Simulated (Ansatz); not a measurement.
# CsAsF6 (R-3): the host for defect calculations, part 2 of 2

Aim: the runs on the perfect crystal CsAsF6 (R-3) that a defect calculation needs first.

Ansatz 0.2.0; plane-wave PAW DFT, PBEsol; relaxation of the defect-free supercell from its symmetric sites (the session's first sound run).

So far: The starting structure; Defect free supercell relaxed from its symmetric sites.

## (3) Defect free supercell relaxed from displaced atoms

This step: plane-wave PAW DFT, PBEsol; relaxation of the defect-free supercell from random displacements, a test of the host's stability (Ansatz 0.2.0).

Input file pristine.rattled/input.yaml:

```yaml
crystal:
  lattice:
    - [7.8231630268, 4.5167052794, 5.2775847752]
    - [-7.8231630268, 4.5167052794, 5.2775847752]
    - [0.0, -9.0334105588, 5.2775847752]
  atoms:
    - { symbol: Cs, position: [0.25, 0.25, 0.25] }
    - { symbol: As, position: [0.0, 0.0, 0.0] }
    - { symbol: F, position: [0.0986979491, 0.1335228756, 0.46125413] }
    - { symbol: F, position: [0.1335228756, 0.46125413, 0.0986979491] }
    - { symbol: F, position: [0.03874587, 0.4013020509, 0.3664771244] }
    - { symbol: F, position: [0.3664771244, 0.03874587, 0.4013020509] }
    - { symbol: F, position: [0.4013020509, 0.3664771244, 0.03874587] }
    - { symbol: F, position: [0.46125413, 0.0986979491, 0.1335228756] }
    - { symbol: Cs, position: [0.25, 0.25, 0.75] }
    - { symbol: As, position: [0.0, 0.0, 0.5] }
    - { symbol: F, position: [0.0986979491, 0.1335228756, 0.96125413] }
    - { symbol: F, position: [0.1335228756, 0.46125413, 0.5986979491] }
    - { symbol: F, position: [0.03874587, 0.4013020509, 0.8664771244] }
    - { symbol: F, position: [0.3664771244, 0.03874587, 0.9013020509] }
    - { symbol: F, position: [0.4013020509, 0.3664771244, 0.53874587] }
    - { symbol: F, position: [0.46125413, 0.0986979491, 0.6335228756] }
    - { symbol: Cs, position: [0.25, 0.75, 0.25] }
    - { symbol: As, position: [0.0, 0.5, 0.0] }
    - { symbol: F, position: [0.0986979491, 0.6335228756, 0.46125413] }
    - { symbol: F, position: [0.1335228756, 0.96125413, 0.0986979491] }
    - { symbol: F, position: [0.03874587, 0.9013020509, 0.3664771244] }
    - { symbol: F, position: [0.3664771244, 0.53874587, 0.4013020509] }
    - { symbol: F, position: [0.4013020509, 0.8664771244, 0.03874587] }
    - { symbol: F, position: [0.46125413, 0.5986979491, 0.1335228756] }
    - { symbol: Cs, position: [0.25, 0.75, 0.75] }
    - { symbol: As, position: [0.0, 0.5, 0.5] }
    - { symbol: F, position: [0.0986979491, 0.6335228756, 0.96125413] }
    - { symbol: F, position: [0.1335228756, 0.96125413, 0.5986979491] }
    - { symbol: F, position: [0.03874587, 0.9013020509, 0.8664771244] }
    - { symbol: F, position: [0.3664771244, 0.53874587, 0.9013020509] }
    - { symbol: F, position: [0.4013020509, 0.8664771244, 0.53874587] }
    - { symbol: F, position: [0.46125413, 0.5986979491, 0.6335228756] }
    - { symbol: Cs, position: [0.75, 0.25, 0.25] }
    - { symbol: As, position: [0.5, 0.0, 0.0] }
    - { symbol: F, position: [0.5986979491, 0.1335228756, 0.46125413] }
    - { symbol: F, position: [0.6335228756, 0.46125413, 0.0986979491] }
    - { symbol: F, position: [0.53874587, 0.4013020509, 0.3664771244] }
    - { symbol: F, position: [0.8664771244, 0.03874587, 0.4013020509] }
    - { symbol: F, position: [0.9013020509, 0.3664771244, 0.03874587] }
    - { symbol: F, position: [0.96125413, 0.0986979491, 0.1335228756] }
    - { symbol: Cs, position: [0.75, 0.25, 0.75] }
    - { symbol: As, position: [0.5, 0.0, 0.5] }
    - { symbol: F, position: [0.5986979491, 0.1335228756, 0.96125413] }
    - { symbol: F, position: [0.6335228756, 0.46125413, 0.5986979491] }
    - { symbol: F, position: [0.53874587, 0.4013020509, 0.8664771244] }
    - { symbol: F, position: [0.8664771244, 0.03874587, 0.9013020509] }
    - { symbol: F, position: [0.9013020509, 0.3664771244, 0.53874587] }
    - { symbol: F, position: [0.96125413, 0.0986979491, 0.6335228756] }
    - { symbol: Cs, position: [0.75, 0.75, 0.25] }
    - { symbol: As, position: [0.5, 0.5, 0.0] }
    - { symbol: F, position: [0.5986979491, 0.6335228756, 0.46125413] }
    - { symbol: F, position: [0.6335228756, 0.96125413, 0.0986979491] }
    - { symbol: F, position: [0.53874587, 0.9013020509, 0.3664771244] }
    - { symbol: F, position: [0.8664771244, 0.53874587, 0.4013020509] }
    - { symbol: F, position: [0.9013020509, 0.8664771244, 0.03874587] }
    - { symbol: F, position: [0.96125413, 0.5986979491, 0.1335228756] }
    - { symbol: Cs, position: [0.75, 0.75, 0.75] }
    - { symbol: As, position: [0.5, 0.5, 0.5] }
    - { symbol: F, position: [0.5986979491, 0.6335228756, 0.96125413] }
    - { symbol: F, position: [0.6335228756, 0.96125413, 0.5986979491] }
    - { symbol: F, position: [0.53874587, 0.9013020509, 0.8664771244] }
    - { symbol: F, position: [0.8664771244, 0.53874587, 0.9013020509] }
    - { symbol: F, position: [0.9013020509, 0.8664771244, 0.53874587] }
    - { symbol: F, position: [0.96125413, 0.5986979491, 0.6335228756] }
basis:
  ecutwfc: 420
  xc_grid: 2
hamiltonian:
  xc: pbesol
kpoints:
  mp_grid: { grid: [1, 1, 1], shift: [0.25, 0.25, 0.25] }
scf:
  occupations: { method: fermi_dirac, width: 0.01 }
  max_iter: 80
output:
  forces: true
relax:
  f_tol: 0.01
  max_steps: 120
  random_displacement: { amplitude: 0.08, seed: 4304 }
checkpoint:
  write: "../pristine.rattled.run"
  compress: false
  write_wavefunctions: false
  write_every: 100000
```

On the command line:

```sh
$ ansatz run input.yaml --threads 4 --pin off --max-ram 14131MiB --backend cpu --events-out ev --progress --plain --runs-dir out
```

Numbers of over 12 decimals in the logs are rounded to 6 here.

Log:

```text
[...]
Crystal: 64 atoms, lattice volume = 1118.898 Å³
Basis set: ecut = 420 eV, 21941 PW (Γ), exchange–correlation on 144×144×144 points (8 copies of the dense FFT grid, shifted against one another)
Bands: 328, of which v1, the nominal top of the filled ones, is band 264 counted from 1 (263 counted from 0)
Symmetry: 1 space group operations
k-points: 1
[...]
SCF iter   1: F=—  HF=-121634.046941 eV  |F-HF|=—  |Δ(HF+E_count)|=         —  Δρ=1.06e-2  dr2=7.52e-1  ethr=1.77e-3  ⟨swp⟩=6.0  Hψ=1411  notcnv=0  defer=41
[...]
SCF iter   7: F=-121633.820685 eV  HF=-121633.820685 eV  |F-HF|=1.67e-7  |Δ(HF+E_count)|=   6.27e-6  Δρ=1.18e-5  dr2=1.16e-6  ethr=4.73e-10  ⟨swp⟩=4.0  Hψ=893  notcnv=0
SCF 1 converged in 7 iterations: F = -121633.820685 eV  dr2 = 1.16e-6
[...]
relax step   1: F+E_penalty+E_count = -121633.82068496 eV  Δ(F+E_penalty+E_count) = +0.000e0 eV  max|allowed force component| = 5.172e0 eV/Å  Δτ_max = 0.0000 Å  (7 SCF iters, dr2 threshold 2.50e-6 eV, accepted)
[... the SCF cycles and remarks between the steps are left out from here to the last step ...]
relax step   2: F+E_penalty+E_count = -121635.80306136 eV  Δ(F+E_penalty+E_count) = -1.982e0 eV  max|allowed force component| = 2.748e0 eV/Å  Δτ_max = 0.1903 Å  (6 SCF iters, dr2 threshold 1.00e-4 eV, accepted)
relax step   3: F+E_penalty+E_count = -121636.68393972 eV  Δ(F+E_penalty+E_count) = -8.809e-1 eV  max|allowed force component| = 1.243e-1 eV/Å  Δτ_max = 0.1337 Å  (6 SCF iters, dr2 threshold 1.00e-4 eV, accepted)
relax step   4: F+E_penalty+E_count = -121636.69175845 eV  Δ(F+E_penalty+E_count) = -7.819e-3 eV  max|allowed force component| = 4.030e-3 eV/Å  Δτ_max = 0.0425 Å  (7 SCF iters, dr2 threshold 9.65e-7 eV, accepted)
relax step   5: F+E_penalty+E_count = -121636.69175848 eV  Δ(F+E_penalty+E_count) = -3.345e-8 eV  max|allowed force component| = 4.016e-3 eV/Å  Δτ_max = 0.0000 Å  (3 SCF iters, accepted)
relax step   6: F+E_penalty+E_count = -121636.69241571 eV  Δ(F+E_penalty+E_count) = -6.572e-4 eV  max|allowed force component| = 1.535e-2 eV/Å  Δτ_max = 0.0198 Å  (7 SCF iters, accepted)
relax step   7: F+E_penalty+E_count = -121636.69245013 eV  Δ(F+E_penalty+E_count) = -3.442e-5 eV  max|allowed force component| = 7.987e-3 eV/Å  Δτ_max = 0.0041 Å  (5 SCF iters, dr2 threshold 2.34e-7 eV, accepted)
[...]
SCF iter   3: F=-121636.692450 eV  HF=-121636.692450 eV  |F-HF|=5.84e-9  |Δ(HF+E_count)|=   1.11e-8  Δρ=9.13e-7  dr2=1.49e-8  ethr=7.09e-12  ⟨swp⟩=1.0  Hψ=869  notcnv=0
SCF 8 converged in 3 iterations: F = -121636.692450 eV  dr2 = 1.49e-8
relax step   8: F+E_penalty+E_count = -121636.69245017 eV  Δ(F+E_penalty+E_count) = -3.833e-8 eV  max|allowed force component| = 7.992e-3 eV/Å  Δτ_max = 0.0000 Å  (3 SCF iters, accepted)
SCF converged after 3 iterations
Free energy (F): -121636.692450 eV
[...]
Internal energy: -121636.692450 eV  (E = F + TS)
E sigma→0 (E₀):  -121636.692450 eV
Fermi energy:    3.024594 eV
[...]
--- Forces (eV/Å), atoms counted from 1 ---
  atom   1  Cs    -0.00007908     0.00245028     0.00267320
  atom   2  As     0.00181016     0.00048506    -0.00073321
  atom   3  F     -0.00102302     0.00073918     0.00022684
  atom   4  F     -0.00062355     0.00055224    -0.00123512
  atom   5  F      0.00045593     0.00000525    -0.00045354
  atom   6  F     -0.00113520     0.00058752    -0.00024814
  atom   7  F     -0.00036916    -0.00057987    -0.00198122
  atom   8  F      0.00039393    -0.00015125    -0.00028550
  atom   9  Cs     0.00027504     0.00046536     0.00265698
  atom  10  As     0.00799265    -0.00527823     0.00032141
  atom  11  F     -0.00077869    -0.00078513    -0.00054174
  atom  12  F     -0.00018183    -0.00062590    -0.00093307
  atom  13  F     -0.00015375     0.00071092    -0.00053016
  atom  14  F     -0.00102782    -0.00004823    -0.00127078
  atom  15  F      0.00013346    -0.00146060    -0.00093232
  atom  16  F     -0.00019654     0.00013979     0.00048383
  atom  17  Cs     0.00315226    -0.00034019    -0.00041114
  atom  18  As     0.00164914    -0.00258181    -0.00110677
  atom  19  F     -0.00071691    -0.00022579    -0.00036402
  atom  20  F     -0.00063784     0.00046811    -0.00003638
  atom  21  F     -0.00188565     0.00010453     0.00037769
  atom  22  F     -0.00060853    -0.00131165    -0.00141657
  atom  23  F     -0.00047868     0.00003338     0.00025313
  atom  24  F     -0.00063488     0.00074460     0.00056861
  atom  25  Cs     0.00195890    -0.00022469    -0.00020937
  atom  26  As    -0.00066482     0.00270812     0.00256122
  atom  27  F     -0.00084360     0.00069807     0.00135874
  atom  28  F     -0.00164334     0.00133872    -0.00019568
  atom  29  F     -0.00019017    -0.00004389    -0.00015255
  atom  30  F     -0.00184874    -0.00091122    -0.00081469
  atom  31  F     -0.00133310     0.00105754     0.00089516
  atom  32  F     -0.00093369     0.00032247     0.00096126
  atom  33  Cs    -0.00330140     0.00072601     0.00008056
  atom  34  As    -0.00010900     0.00255471     0.00205380
  atom  35  F     -0.00066568     0.00042451     0.00029575
  atom  36  F     -0.00113305    -0.00106792    -0.00062878
  atom  37  F     -0.00005383     0.00021698     0.00027027
  atom  38  F     -0.00160563     0.00115918    -0.00017848
  atom  39  F     -0.00005947    -0.00041803     0.00059810
  atom  40  F     -0.00038026    -0.00102170     0.00056758
  atom  41  Cs    -0.00207691    -0.00051465     0.00065351
  atom  42  As     0.00374272    -0.00266880    -0.00278684
  atom  43  F      0.00023942    -0.00129287    -0.00110881
  atom  44  F      0.00051685    -0.00157679    -0.00106004
  atom  45  F     -0.00019040     0.00057088     0.00085162
  atom  46  F      0.00025396     0.00023611     0.00068841
  atom  47  F      0.00013712    -0.00119359    -0.00096476
  atom  48  F     -0.00060777     0.00038544    -0.00072505
  atom  49  Cs     0.00093317    -0.00208793    -0.00288658
  atom  50  As     0.00486348    -0.00068426     0.00165190
  atom  51  F     -0.00034551    -0.00057690    -0.00042981
  atom  52  F      0.00102091    -0.00074404     0.00055925
  atom  53  F     -0.00062530     0.00010114     0.00108065
  atom  54  F      0.00069458    -0.00036340    -0.00025765
  atom  55  F     -0.00062822     0.00076079     0.00094340
  atom  56  F     -0.00083226     0.00043813     0.00044990
  atom  57  Cs     0.00026509    -0.00089393    -0.00217845
  atom  58  As     0.00123686     0.00455517     0.00122027
  atom  59  F     -0.00037000     0.00159139    -0.00005462
  atom  60  F      0.00001574     0.00077456     0.00047052
  atom  61  F     -0.00024606    -0.00013213     0.00046286
  atom  62  F      0.00078269     0.00036092     0.00008535
  atom  63  F     -0.00129991     0.00143858     0.00071225
  atom  64  F      0.00004626    -0.00011461     0.00007856
  max |Σ_I F_I| component: 5.11e-5 eV/Å
--- Relaxed structure (8 steps of the walk, 8 accepted, 0 SCFs on fresh bases) ---
  F+E_penalty+E_count = -121636.69245017 eV   max|allowed force component| = 7.992e-3 eV/Å
  atoms:
    - { symbol: Cs, position: [0.250014, 0.250312, 0.250299] }
    - { symbol: As, position: [0.000116, 0.000379, 0.000231] }
    - { symbol: F, position: [0.098869, 0.133825, 0.461454] }
    - { symbol: F, position: [0.133569, 0.461688, 0.099112] }
    - { symbol: F, position: [0.038863, 0.401591, 0.366818] }
    - { symbol: F, position: [0.366664, 0.039148, 0.401466] }
    - { symbol: F, position: [0.401364, 0.367019, 0.039126] }
    - { symbol: F, position: [0.461350, 0.099185, 0.133697] }
    - { symbol: Cs, position: [0.250041, 0.250371, 0.750202] }
    - { symbol: As, position: [8.009931969493733e-5, 0.000413, 0.500249] }
    - { symbol: F, position: [0.098949, 0.133798, 0.961492] }
    - { symbol: F, position: [0.133581, 0.461635, 0.599046] }
    - { symbol: F, position: [0.038933, 0.401604, 0.866860] }
    - { symbol: F, position: [0.366663, 0.039194, 0.901464] }
    - { symbol: F, position: [0.401363, 0.366997, 0.539011] }
    - { symbol: F, position: [0.461319, 0.099194, 0.633696] }
    - { symbol: Cs, position: [0.250014, 0.750544, 0.250270] }
    - { symbol: As, position: [0.000139, 0.500413, 0.000270] }
    - { symbol: F, position: [0.098957, 0.633816, 0.461509] }
    - { symbol: F, position: [0.133523, 0.961616, 0.099074] }
    - { symbol: F, position: [0.038835, 0.901582, 0.366824] }
    - { symbol: F, position: [0.366813, 0.539240, 0.401457] }
    - { symbol: F, position: [0.401268, 0.866957, 0.038986] }
    - { symbol: F, position: [0.461369, 0.599248, 0.133718] }
    - { symbol: Cs, position: [0.250066, 0.750472, 0.750229] }
    - { symbol: As, position: [0.000129, 0.500394, 0.500266] }
    - { symbol: F, position: [0.098929, 0.633842, 0.961506] }
    - { symbol: F, position: [0.133532, 0.961658, 0.599044] }
    - { symbol: F, position: [0.038901, 0.901576, 0.866816] }
    - { symbol: F, position: [0.366679, 0.539157, 0.901470] }
    - { symbol: F, position: [0.401309, 0.866947, 0.539015] }
    - { symbol: F, position: [0.461369, 0.599199, 0.633737] }
    - { symbol: Cs, position: [0.750199, 0.250288, 0.250252] }
    - { symbol: As, position: [0.500079, 0.000389, 0.000243] }
    - { symbol: F, position: [0.598913, 0.133829, 0.461523] }
    - { symbol: F, position: [0.633611, 0.461725, 0.099048] }
    - { symbol: F, position: [0.538979, 0.401636, 0.366896] }
    - { symbol: F, position: [0.866621, 0.039121, 0.401467] }
    - { symbol: F, position: [0.901345, 0.366951, 0.038995] }
    - { symbol: F, position: [0.961335, 0.099187, 0.133643] }
    - { symbol: Cs, position: [0.750156, 0.250356, 0.750239] }
    - { symbol: As, position: [0.500101, 0.000405, 0.500272] }
    - { symbol: F, position: [0.598913, 0.133820, 0.961501] }
    - { symbol: F, position: [0.633615, 0.461711, 0.599142] }
    - { symbol: F, position: [0.538831, 0.401585, 0.866859] }
    - { symbol: F, position: [0.866693, 0.039125, 0.901406] }
    - { symbol: F, position: [0.901338, 0.366961, 0.539024] }
    - { symbol: F, position: [0.961362, 0.099229, 0.633691] }
    - { symbol: Cs, position: [0.750181, 0.750557, 0.250251] }
    - { symbol: As, position: [0.500114, 0.500439, 0.000286] }
    - { symbol: F, position: [0.599025, 0.633887, 0.461604] }
    - { symbol: F, position: [0.633518, 0.961609, 0.099018] }
    - { symbol: F, position: [0.538858, 0.901600, 0.366836] }
    - { symbol: F, position: [0.866705, 0.539184, 0.401483] }
    - { symbol: F, position: [0.901305, 0.866938, 0.038973] }
    - { symbol: F, position: [0.961349, 0.599192, 0.133701] }
    - { symbol: Cs, position: [0.750175, 0.750479, 0.750304] }
    - { symbol: As, position: [0.500184, 0.500442, 0.500308] }
    - { symbol: F, position: [0.598896, 0.633870, 0.961500] }
    - { symbol: F, position: [0.633523, 0.961645, 0.599091] }
    - { symbol: F, position: [0.538808, 0.901593, 0.866788] }
    - { symbol: F, position: [0.866703, 0.539153, 0.901458] }
    - { symbol: F, position: [0.901316, 0.866970, 0.539049] }
    - { symbol: F, position: [0.961398, 0.599196, 0.633713] }
```

Wall time 1.9 min (4 threads of Arm Neoverse V1, shared host); peak memory 2.1 GiB; 7.1 min of CPU time.

The steps of the relaxation:

| step | energy less that of the first step (eV) | largest force component (eV/Å) |
| --- | --- | --- |
| 1 | 0.0000 | 5.1722 |
| 2 | -1.9824 | 2.7483 |
| 3 | -2.8633 | 0.1243 |
| 4 | -2.8711 | 0.0040 |
| 5 | -2.8711 | 0.0040 |
| 6 | -2.8717 | 0.0153 |
| 7 | -2.8718 | 0.0080 |
| 8 | -2.8718 | 0.0080 |

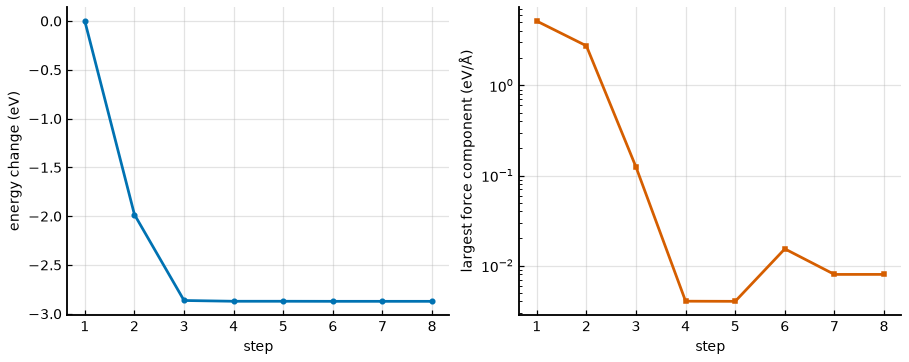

Energy and largest force along the relaxation.

The relaxation ends 45 meV an atom lower than the displaced start, with a largest force component of 0.0080 eV/Å.

## (4) Results

```json
{"supercell relaxed in its symmetry less the displaced and relaxed one": "0.000 eV"}
```

In words: The energy fell by 2.872 eV from the randomly displaced start; the atoms end within 0.005 Å of the sites as typed, once the mean shift is taken out. The displaced cell ends within 0.01 eV of the symmetric one relaxed in its symmetry, so no lower structure shows in this supercell. All at zero temperature.

[Logs are printed without paths, hosts, clocks, repeated set-up lines and the standing remarks that a program may print on its own settings, such as how far it seeks lower states.]

[Hosts, paths, dates, database ids (printed as entryN), source tags and the programs' standing remarks are cut or masked in the printed files.]

[Runs of the host that timed out are not shown.]

[For some hosts the program warned that the k-mesh of the response run may be too coarse for force constants and the static dielectric constant; such warnings are not always shown.]
